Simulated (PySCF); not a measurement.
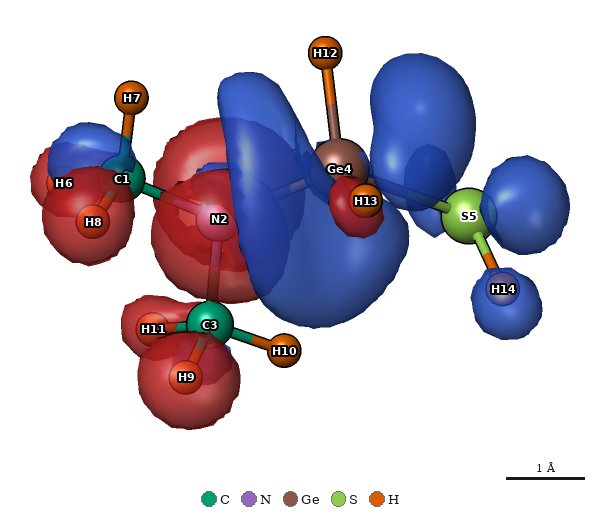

*C₂H₉GeNS, SMILES `C[N](C)[GeH2][SH]`. Unrelaxed difference density of S₃ less the ground state (full linear response singlet states), ±0.015 e/Å³; blue: gain, red: loss.*

Level of theory: B3LYP/cc-pVDZ (PySCF), at a geometry from GFN2-xTB. No frequency check shows the geometry to be a minimum. GFN2-xTB bond lengths at metals and heavier atoms can be off by up to 0.1 Å and shapes distorted, which carries into these values. Without diffuse functions Rydberg states are missing, so the states' numbers hold for this basis only.

Geometry (Å), atoms numbered from 1:

```
C1       2.4936    0.4070    0.3010
N2       1.2325   -0.2964    0.2134
C3       1.3965   -1.6534   -0.2641
Ge4     -0.2851    0.6629   -0.1389
S5      -2.0404   -0.6001    0.2859
H6       3.1641   -0.1323    0.9747
H7       2.3225    1.4053    0.7031
H8       2.9889    0.5021   -0.6732
H9       1.8351   -1.6958   -1.2691
H10      0.4269   -2.1511   -0.2815
H11      2.0533   -2.2015    0.4164
H12     -0.2156    1.8179    0.8264
H13     -0.4525    1.2266   -1.5545
H14     -2.3232   -0.8297   -0.9900
```

How does the charge move on excitation?

Answer. 0.74 e is displaced in all, of which about 0.5 e passes between atoms: N2 (0.42 e) loses electrons and Ge4 (0.25 e) and S5 (0.12 e) gain them. The state: 5.83 eV (213 nm), f = 0.043; the leading pair carries 99 %; hole on N2 (55 %), Ge4 (8 %) and C1 and C3 (7 % each), electron on Ge4 (34 %), S5 (13 %) and N2 (13 %); their centroids lie 1.5 Å apart.
